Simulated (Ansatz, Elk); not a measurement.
**How far do independent atoms describe CoBiS3?**

The structure of CoBiS3 used here is made up (a known structure type with other elements) and was relaxed beforehand with PBE. The aim is the Fourier transform of its all-electron density, F(hkl), set beside the sum over free spherical atoms that refinements use.

Calculated with Elk 11.2.3 (patched build); DFT, PBE, all-electron APW+lo, Dirac cores, scalar-relativistic bands, static density, no spin.

The structure was built from a prototype and need not be the compound's stable phase.

## Step 1: The starting structure

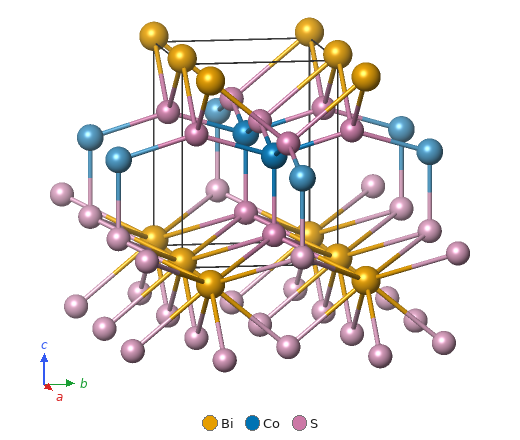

The cell as given, slightly off an axis (bismuth orange, cobalt blue, sulfur pink). 2×1×1 cells are drawn. Some periodic images of atoms are drawn too.

## Step 2: Ground state and structure factors

An all-electron density is needed, since X-rays see the cores too. Task 0 finds the density and task 195 Fourier-transforms it; tshift is off so that phases refer to the origin typed.

elk.in reads:

```
tasks
  0
  195

xctype
  20

spinpol
  .false.

rgkmax
  7.0

gmaxvr
  14.0

lmaxo
  7

lmaxapw
  8

swidth
  0.002

tshift
  .false.

ramdisk
  .false.

hmaxvr
  5.5

maxscl
  120

epspot
  1e-06

sppath
  './'

avec
  8.10810936835 0.00000000000 -0.00000000000
  -0.00000000000 8.10810936835 0.00000000000
  -0.00000000000 0.00000000000 10.54551786779

atoms
  3
  'Bi.in'
  1
  0.0000000000 0.0000000000 0.0281792827   0.000000 0.000000 0.000000
  'Co.in'
  1
  0.5000000000 0.5000000000 0.5955425646   0.000000 0.000000 0.000000
  'S.in'
  3
  0.0000000000 0.5000000000 0.7108560584   0.000000 0.000000 0.000000
  0.5000000000 0.5000000000 0.2061660359   0.000000 0.000000 0.000000
  0.5000000000 0.0000000000 0.7108560584   0.000000 0.000000 0.000000

ngridk
  5 5 4
```

Command:

```
$ OMP_NUM_THREADS=4 elk
```

Numbers of over 12 decimals in the logs are rounded to 6 here.

The program printed:

```text
┌─────────────────────────┐
│ Elk code version 11.2.3 │
└─────────────────────────┘

All units are atomic (Hartree, Bohr, etc.)

┌─────────────────────────────────────────────────┐
│ Ground-state run starting from atomic densities │
└─────────────────────────────────────────────────┘

Lattice vectors :
   8.108109368       0.000000000      -0.000000000
  -0.000000000       8.108109368       0.000000000
  -0.000000000       0.000000000       10.54551787

Reciprocal lattice vectors :
  0.7749260674       0.000000000       0.000000000
  -0.000000000      0.7749260674      -0.000000000
   0.000000000       0.000000000      0.5958157187

Unit cell volume      :    693.2775041
Brillouin zone volume :   0.3577935415

Muffin-tin inner radius fraction :   0.1000000000E-01

Nuclei treated as point charges

Species : 1 (Bi)
 parameters loaded from : Bi.in
 name : bismuth
 nuclear charge    :   -83.00000000
 electronic charge :    83.00000000
 atomic mass :    380947.9285
 muffin-tin radius :    2.800000000
 number of radial points in muffin-tin :   1393
 inner part over the whole radius :   0.9976520004E-02
 number on inner part of muffin-tin    :   1001
 approximate nuclear radius :   0.1052171418E-03
 number of mesh points to nuclear radius :    526
 atomic positions (lattice), magnetic fields (Cartesian) :
  1 :   0.00000000  0.00000000  0.02817928    0.00000000  0.00000000  0.00000000

Species : 2 (Co)
 parameters loaded from : Co.in
 name : cobalt
 nuclear charge    :   -27.00000000
 electronic charge :    27.00000000
 atomic mass :    107428.6517
 muffin-tin radius :    2.116266334
 number of radial points in muffin-tin :    993
 inner part over the whole radius :   0.9899179103E-02
 number on inner part of muffin-tin    :    698
 approximate nuclear radius :   0.7243775530E-04
 number of mesh points to nuclear radius :    336
 atomic positions (lattice), magnetic fields (Cartesian) :
  1 :   0.50000000  0.50000000  0.59554256    0.00000000  0.00000000  0.00000000

Species : 3 (S)
 parameters loaded from : S.in
 name : sulphur
 nuclear charge    :   -16.00000000
 electronic charge :    16.00000000
 atomic mass :    58450.91931
 muffin-tin radius :    1.939910806
 number of radial points in muffin-tin :    793
 inner part over the whole radius :   0.9887151061E-02
 number on inner part of muffin-tin    :    552
 approximate nuclear radius :   0.6195814986E-04
 number of mesh points to nuclear radius :    253
 atomic positions (lattice), magnetic fields (Cartesian) :
  1 :   0.00000000  0.50000000  0.71085606    0.00000000  0.00000000  0.00000000
  2 :   0.50000000  0.50000000  0.20616604    0.00000000  0.00000000  0.00000000
  3 :   0.50000000  0.00000000  0.71085606    0.00000000  0.00000000  0.00000000

Total number of atoms per unit cell :    5
Total muffin-tin volume :    223.3923946
 ratio of muffin-tin to unit cell volume :   0.3222265158

Spin treatment :
 spin-unpolarised

Number of Bravais lattice symmetries :   16
Number of crystal symmetries         :    8
Crystal has no inversion symmetry
Complex Hermitian eigensolver will be used

k-point grid :      5     5     4
k-point offset :    0.000000000       0.000000000       0.000000000
k-point set is reduced with full crystal symmetry group
Total number of k-points :       24

Muffin-tin radius times maximum |G+k| :    7.000000000
 using average radius
Maximum |G+k| for APW functions       :    3.260059991
Maximum (1/2)|G+k|²                   :    5.313995572
Maximum |G| for potential and density :    14.00000000
Constant for pseudocharge density :   10
 order of it for each species :   17  17  17
 order of it for pair densities of each species (exact exchange by exxq0 0: 18) :   16   9   7
Radial integration step length :    1

G-vector grid sizes :     40    40    48
Number of G-vectors :    32119

Maximum angular momentum used for
 APW functions            :    8
 outer part of muffin-tin :    7
 inner part of muffin-tin :    2

Total nuclear charge    :   -158.0000000
[...]
Density of states at Fermi energy :    99.22805403
 (states/Hartree/unit cell)

Estimated indirect band gap :   0.1798759213E-02
 from k-point 20 to k-point 14
Estimated direct band gap   :   0.9167403987E-02
 at k-point 1

Charges :
 core                        :    110.0000000
 valence                     :    48.00000000
 interstitial                :    10.08430274
 muffin-tins (core leakage)
  species : 1 (Bi)
   atom 1                    :    80.49876053     (  0.6979589594E-03)
  species : 2 (Co)
[...]
species : 3 (S)
[...]
total in muffin-tins        :    147.9156973
 total calculated charge     :    157.9955290
 total charge                :    158.0000000
 error                       :   0.4470954547E-02

RMS change in Kohn-Sham potential (target) :   0.4515675923     (  0.1000000000E-05)
Absolute change in total energy (target)   :   0.9540858328E-01 (  0.1000000000E-03)

[... loops 3 to 18 left out ...]

┌──────────────────┐
│ Loop number : 19 │
└──────────────────┘

Energies :
 Fermi                       :     0.222430
 sum of occupied eigenvalues :     -14850.228245356
 electron kinetic            :      27863.194635390
 core electron kinetic       :      27540.070965327
 Coulomb                     :     -51500.493800088
 Coulomb potential           :     -42014.563963483
 nuclear-nuclear             :     -1810.7386929342
 electron-nuclear            :     -57391.997952563
 Hartree                     :      7702.2428454098
 Madelung                    :     -30493.211818346
 xc potential                :     -698.85891726288
 exchange                    :     -527.03361200646
 correlation                 :     -8.304667
 electron entropic           :    -0.17198967902858E-02
 total energy                :     -24172.639163568

Density of states at Fermi energy :    138.8709040
 (states/Hartree/unit cell)

Estimated indirect band gap :   0.1677472057E-03
 from k-point 24 to k-point 21
Estimated direct band gap   :   0.9975682564E-03
 at k-point 21

Charges :
 core                        :    110.0000000
 valence                     :    48.00000000
 interstitial                :    10.40602883
 muffin-tins (core leakage)
  species : 1 (Bi)
[...]
species : 2 (Co)
[...]
species : 3 (S)
[...]
total in muffin-tins        :    147.5939712
 total calculated charge     :    157.9955737
 total charge                :    158.0000000
 error                       :   0.4426326239E-02

RMS change in Kohn-Sham potential (target) :   0.5535584402E-06 (  0.1000000000E-05)
Absolute change in total energy (target)   :   0.8835582776E-04 (  0.1000000000E-03)

Convergence targets achieved

┌──────────────────┐
│ Loop number : 20 │
└──────────────────┘

Energies :
 Fermi                       :     0.222430
 sum of occupied eigenvalues :     -14850.228237504
 electron kinetic            :      27863.194649238
 core electron kinetic       :      27540.070968696
 Coulomb                     :     -51500.493802614
 Coulomb potential           :     -42014.563953988
 nuclear-nuclear             :     -1810.7386929342
 electron-nuclear            :     -57391.997967018
 Hartree                     :      7702.2428573373
 Madelung                    :     -30493.211825620
 xc potential                :     -698.85893275333
 exchange                    :     -527.03361248747
 correlation                 :     -8.304667
 electron entropic           :    -0.17198974370537E-02
 total energy                :     -24172.639152740

Density of states at Fermi energy :    138.8709565
 (states/Hartree/unit cell)

Estimated indirect band gap :   0.1676869702E-03
 from k-point 24 to k-point 21
Estimated direct band gap   :   0.9975547426E-03
 at k-point 21

Charges :
 core                        :    110.0000000
 valence                     :    48.00000000
 interstitial                :    10.40602865
 muffin-tins (core leakage)
  species : 1 (Bi)
[...]
species : 2 (Co)
[...]
species : 3 (S)
   atom 1                    :    13.68710674     (  0.3946410165E-03)
   atom 2                    :    13.63059877     (  0.3921096793E-03)
   atom 3                    :    13.68710674     (  0.3946410165E-03)
 total in muffin-tins        :    147.5939713
 total calculated charge     :    157.9955737
 total charge                :    158.0000000
 error                       :   0.4426325836E-02

┌──────────────────────────────┐
│ Self-consistent loop stopped │
└──────────────────────────────┘

Warning : core states of species 1 leak from the muffin-tin :   0.6620655581E-03

Warning : core states of species 2 leak from the muffin-tin :   0.2016224555E-02

Warning : core states of species 3 leak from the muffin-tin :   0.3946410165E-03

Wrote STATE.OUT
```

It took 41 s on 4 threads of Arm Neoverse V2, shared host; peak memory 0.21 GiB; 2 min of CPU time.

SFACRHO.OUT:

```text

h k l indices transformed by vhmat matrix:
   1.000000000       0.000000000       0.000000000    
   0.000000000       1.000000000       0.000000000    
   0.000000000       0.000000000       1.000000000    

      h      k      l  multipl.   |H|            Re(F)            Im(F)           |F|

      0      0      0      1   0.0000000       158.00000      0.13002017E-15   158.00000    
      0      0     -1      1  0.59581572       53.844743       14.586059       55.785388    
      0      0      1      1  0.59581572       53.844743      -14.586059       55.785388    
      0     -1      0      4  0.77492607       38.772412     -0.24947010E-13   38.772412    
     -1      0      1      4  0.97750027       89.016836       13.806367       90.081146    
      0      1     -1      4  0.97750027       89.016836      -13.806367       90.081146    
     -1      1      0      4   1.0959110       83.200724     -0.62212832E-14   83.200724    
      0      0     -2      1   1.1916314       44.420226      -62.672357       76.817842    
      0      0      2      1   1.1916314       44.420226       62.672357       76.817842    
      1     -1     -1      4   1.2474042       60.937229      -33.879143       69.721892    
      1      1      1      4   1.2474042       60.937229       33.879143       69.721892    
      0      1     -2      4   1.4214415       66.483537      0.95108028       66.490339    
      0      1      2      4   1.4214415       66.483537     -0.95108028       66.490339    
      2      0      0      4   1.5498521       118.29592     -0.44372026E-13   118.29592    
     -1      1      2      4   1.6189522       78.876044       37.198763       87.207673    
     -1      1     -2      4   1.6189522       78.876044      -37.198763       87.207673    
      0      2     -1      4   1.6604331       47.166518       8.9349736       48.005356    
      2      0      1      4   1.6604331       47.166518      -8.9349736       48.005356
```

Elk indexes on the primitive cell of elk.in and gives |H| = 4π sin θ/λ in inverse bohr. Below, one row stands for each form hkl of the conventional cell (m members, Friedel mates merged), F is for one primitive cell and the density is static (no thermal factor). Free-atom factors are Waasmaier and Kirfel's, and R is Σm||F|−|F'||/Σm|F|.

```tsv
hkl	m	sin θ/λ (Å⁻¹)	abs F, DFT	neutral atoms	diff.	abs of complex diff.
001	2	0.090	55.785	56.022	-0.237	0.349
100	4	0.117	38.772	39.336	-0.564	0.564
101	8	0.147	90.081	90.067	+0.014	0.135
110	4	0.165	83.201	83.354	-0.153	0.153
002	2	0.179	76.818	76.855	-0.037	0.426
111	8	0.188	69.722	69.678	+0.044	0.285
102	8	0.214	66.490	66.510	-0.020	0.064
200	4	0.233	118.296	118.366	-0.070	0.070
112	8	0.243	87.208	87.154	+0.054	0.056
201	8	0.250	48.005	47.917	+0.089	0.118
210	8	0.261	36.832	36.654	+0.178	0.178
003	2	0.269	69.541	69.587	-0.045	0.237
211	16	0.276	76.924	77.000	-0.076	0.079
103	8	0.293	79.400	79.519	-0.118	0.118
202	8	0.294	66.396	66.487	-0.092	0.192
113	8	0.315	38.769	38.737	+0.032	0.230
212	16	0.316	58.797	58.727	+0.070	0.318
220	4	0.330	102.722	102.926	-0.204	0.204
221	8	0.342	43.766	43.750	+0.016	0.195
300	4	0.350	34.546	34.371	+0.175	0.175
203	8	0.356	62.690	62.664	+0.026	0.064
004	2	0.358	52.891	53.121	-0.230	0.233
```

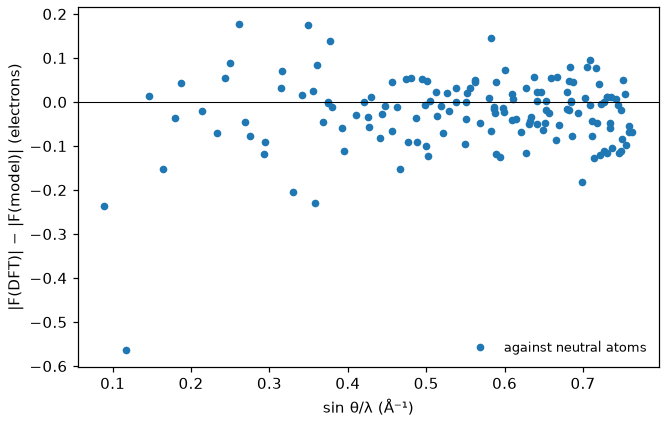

Difference between the calculated structure factors and the independent-atom ones.

## Step 3: The highest occupied states alone

An energy window below the Fermi level keeps the highest occupied states, to see at which angles they scatter; shallow core shells can lie inside it and anion s states outside. No new self-consistency is needed.

Changes to elk.in since step 2:

```diff
@@ -1,3 +1,2 @@
 tasks
-  0
   195
@@ -40,2 +39,5 @@
 
+wsfac
+  -0.218560 0.522430
+
 sppath
```

Command:

```
$ OMP_NUM_THREADS=4 elk
```

The program printed:

```text
┌─────────────────────────────────┐
│ Elk code version 11.2.3 started │
└─────────────────────────────────┘

Info(readinput): the functional depends on the density's gradient
 muffin-tin radial points multiplied by    2.00000
 (not where nrmtscf is given)

┌────────────────────┐
│ Current task : 195 │
└────────────────────┘
Info(checkmt): changed muffin-tin radius of species 2 (Co) from   2.4000 to   2.1163
Info(checkmt): changed muffin-tin radius of species 3 (S) from   2.2000 to   1.9399

Info(sfacrho): density structure factors written to SFACRHO.OUT

 Energy window :  -0.2185600000      0.5224300000

┌──────────────────┐
│ Elk code stopped │
└──────────────────┘
```

Elapsed: 11 s, on 4 threads; peak memory 0.2 GiB.

States within 12 eV below the Fermi level hold 26.64 electrons; any levels below the window count with the cores, and a count that is not whole means the window cuts a band. Their amplitudes can exceed the total, where window and core parts have opposite phase:

```tsv
hkl	sin θ/λ (Å⁻¹)	abs F, window	abs F, all
001	0.090	7.855	55.785
100	0.117	8.202	38.772
101	0.147	5.630	90.081
110	0.165	4.747	83.201
002	0.179	7.892	76.818
111	0.188	3.052	69.722
102	0.214	4.834	66.490
200	0.233	6.364	118.296
112	0.243	4.135	87.208
201	0.250	4.242	48.005
```

## Step 4: Another functional

The difference from free atoms is small, so it is set against the change that PBEsol makes.

Changes to elk.in since step 3:

```diff
@@ -1,2 +1,3 @@
 tasks
+  0
   195
@@ -4,3 +5,3 @@
 xctype
-  20
+  22
 
@@ -39,5 +40,2 @@
 
-wsfac
-  -0.218560 0.522430
-
 sppath
```

Command:

```
$ OMP_NUM_THREADS=4 elk
```

The program printed:

```text
┌─────────────────────────┐
│ Elk code version 11.2.3 │
└─────────────────────────┘

All units are atomic (Hartree, Bohr, etc.)

┌─────────────────────────────────────────────────┐
│ Ground-state run starting from atomic densities │
└─────────────────────────────────────────────────┘

Lattice vectors :
   8.108109368       0.000000000      -0.000000000
  -0.000000000       8.108109368       0.000000000
  -0.000000000       0.000000000       10.54551787

Reciprocal lattice vectors :
  0.7749260674       0.000000000       0.000000000
[...]
atom 3                    :    13.66459456     (  0.3972418733E-03)
 total in muffin-tins        :    147.5478419
 total calculated charge     :    157.9955365
 total charge                :    158.0000000
 error                       :   0.4463542999E-02

┌──────────────────────────────┐
│ Self-consistent loop stopped │
└──────────────────────────────┘

Warning : core states of species 1 leak from the muffin-tin :   0.6674308490E-03

Warning : core states of species 2 leak from the muffin-tin :   0.2057325504E-02

Warning : core states of species 3 leak from the muffin-tin :   0.3972418733E-03

Wrote STATE.OUT
[key lines of the parts left out:]
total energy                :     -24163.817465419
```

It took 41 s on 4 threads; peak memory 0.21 GiB.

Against the first run R = 0.01 %; the largest change is -0.040 at 200.

## Step 5: Basis size

A smaller basis shows how fast F responds to it; the change is likely larger than the basis error of the first run, but doesn't show convergence.

Changes to elk.in since step 4:

```diff
@@ -5,3 +5,3 @@
 xctype
-  22
+  20
 
@@ -11,3 +11,3 @@
 rgkmax
-  7.0
+  5.5
```

Command:

```
$ OMP_NUM_THREADS=4 elk
```

The program printed:

```text
┌─────────────────────────┐
│ Elk code version 11.2.3 │
└─────────────────────────┘

All units are atomic (Hartree, Bohr, etc.)

┌─────────────────────────────────────────────────┐
│ Ground-state run starting from atomic densities │
└─────────────────────────────────────────────────┘

Lattice vectors :
   8.108109368       0.000000000      -0.000000000
  -0.000000000       8.108109368       0.000000000
  -0.000000000       0.000000000       10.54551787

Reciprocal lattice vectors :
  0.7749260674       0.000000000       0.000000000
[...]
atom 3                    :    13.65020058     (  0.3923341192E-03)
 total in muffin-tins        :    147.3984987
 total calculated charge     :    157.9953303
 total charge                :    158.0000000
 error                       :   0.4669653431E-02

┌──────────────────────────────┐
│ Self-consistent loop stopped │
└──────────────────────────────┘

Warning : core states of species 1 leak from the muffin-tin :   0.6626684426E-03

Warning : core states of species 2 leak from the muffin-tin :   0.2008874044E-02

Warning : core states of species 3 leak from the muffin-tin :   0.3923341192E-03

Wrote STATE.OUT
[key lines of the parts left out:]
total energy                :     -24172.508529263
```

Wall time 28 s (4 threads); peak memory 0.2 GiB; 71 s of CPU time.

Against the first run R = 0.02 %; the largest change is -0.078 at 200.

## Step 6: Settings against the effect

```tsv
run	R against the first run (%)	R against neutral atoms, low angle (%)	wall time
PBE, rgkmax 7	0.00	0.14	41 s
PBEsol	0.01	0.14	41 s
rgkmax 5.5	0.02	0.15	28 s
```

## Step 7: Results

```json
{
 "R against neutral atoms, sin θ/λ < 0.3 Å⁻¹": "0.14 %",
 "R against neutral atoms, 0.3 to 0.76 Å⁻¹": "0.10 %"
}
```

In words: Independent neutral atoms miss the calculated amplitudes by R = 0.14 % below 0.3 Å⁻¹ and 0.10 % from there to 0.76 Å⁻¹; by shells, 0.29 % below 0.15 Å⁻¹ (3 forms), 0.12 % 0.15 to 0.3 (12 forms), 0.08 % 0.3 to 0.45 (23 forms), 0.10 % above 0.45 (111 forms). Bonding, aspherical density and the tables' own atoms all enter these figures, and the runs don't part them. The largest change of an amplitude is -0.56 electrons, at 100. R counts amplitudes alone; phases shift too. The window's part falls from 26.6 electrons at the origin to at most 1.55 between 0.45 and 0.76 Å⁻¹, where compact states inside the window still scatter. Below 0.3 Å⁻¹ the changes that finished (PBEsol and rgkmax 5.5) move F by R = 0.03 % at most, against the 0.14 % that separates it from free atoms. The k-mesh has no finished test. These runs have no spin, though d or f shells may be open. Spin-orbit coupling is left out, which can matter for elements this heavy. Part of the difference isn't bonding: the tables are fits to free atoms and ions calculated by other methods than this functional. Thermal motion, anomalous dispersion and extinction are left out.

[Logs are printed without paths, hosts, clocks, repeated set-up lines and the standing remarks that a program may print on its own settings, such as how far it seeks lower states.]

[Hosts, paths, dates, database ids (printed as entryN), source tags and the programs' standing remarks are cut or masked in the printed files.]
